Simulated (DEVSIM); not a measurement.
Structure: Ni/Al2O3/p-Si capacitor, at 250 K.

| layer (left to right) | material | thickness (nm) | Na (cm⁻³) |
|---|---|---|---|
| 1 | Al2O3 | 7.80 | - |
| 2 | Si | 720 | 6.4e17 |

Metal gate on the left, work function 5.1 eV. Fixed charge at the semiconductor interface -7.4e11 cm⁻² (in units of +e); interface traps 1e10 cm⁻² eV⁻¹, uniform in energy, neutral level at 0.5 of the gap above the valence band.

This is a model device: material constants are rounded textbook-type values typed into the input, and sizes, dopings and lifetimes were drawn at random. Values at 300 K; Nc and Nv go as T^1.5, mobilities as T to minus their exponent, the gap by Varshni's rule with the affinity fixed.

```
parameter         Al2O3        Si
----------------  -----  --------
gap (eV)            6.8     1.124
affinity (eV)      1.35      4.05
permittivity          9      11.7
Nc (cm⁻³)             -   2.86e19
Nv (cm⁻³)             -    3.1e19
Varshni α (eV/K)      -  0.000473
Varshni β (K)         -       636
```

DEVSIM, 1D Poisson equation in equilibrium, Boltzmann statistics, complete ionisation; no quantum confinement or tunnelling. Metal contacts follow the ideal Schottky-Mott rule: no Fermi-level pinning, no interface dipoles.

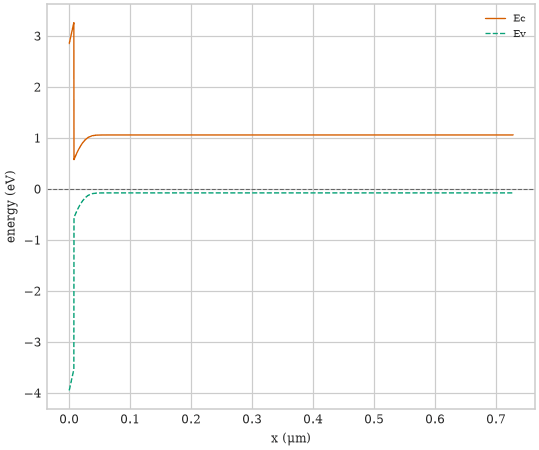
Fig. 1. Band edges at 0.9 V on the gate

Energies count from the Fermi level of the right contact; mesh points crowd at the junctions.

```
x (μm)     Ec (eV)  Ev (eV)  n (cm⁻³)  p (cm⁻³)  field (V/cm)
---------  -------  -------  --------  --------  ------------
0.000        2.850   -3.950     < 1e2     < 1e2        540000
0.0009476    2.901   -3.899     < 1e2     < 1e2        540000
0.002431     2.982   -3.818     < 1e2     < 1e2        540000
0.004749     3.108   -3.692     < 1e2     < 1e2        540000
0.006855     3.222   -3.578     < 1e2     < 1e2        540000
0.007800     0.573   -0.563     6.1e7     1.1e8        390000
0.008924     0.607   -0.529     1.3e7     5.0e8        290000
0.01196      0.691   -0.445    260000    2.5e10        260000
0.01710      0.812   -0.324       920    7.0e12        210000
0.02652      0.967   -0.169     < 1e2    9.2e15        120000
0.04443      1.055   -0.082     < 1e2    5.4e17          8000
0.09762      1.058   -0.078     < 1e2    6.4e17           ≈ 0
0.1795       1.058   -0.078     < 1e2    6.4e17           ≈ 0
0.3352       1.058   -0.078     < 1e2    6.4e17           ≈ 0
0.5629       1.058   -0.078     < 1e2    6.4e17           ≈ 0
0.6416       1.058   -0.078     < 1e2    6.4e17           ≈ 0
0.6830       1.058   -0.078     < 1e2    6.4e17           ≈ 0
0.7048       1.058   -0.078     < 1e2    6.4e17           ≈ 0
0.7189       1.058   -0.078     < 1e2    6.4e17           ≈ 0
0.7237       1.058   -0.078     < 1e2    6.4e17           ≈ 0
0.7262       1.058   -0.078     < 1e2    6.4e17           ≈ 0
0.7278       1.058   -0.078     < 1e2    6.4e17           ≈ 0
```
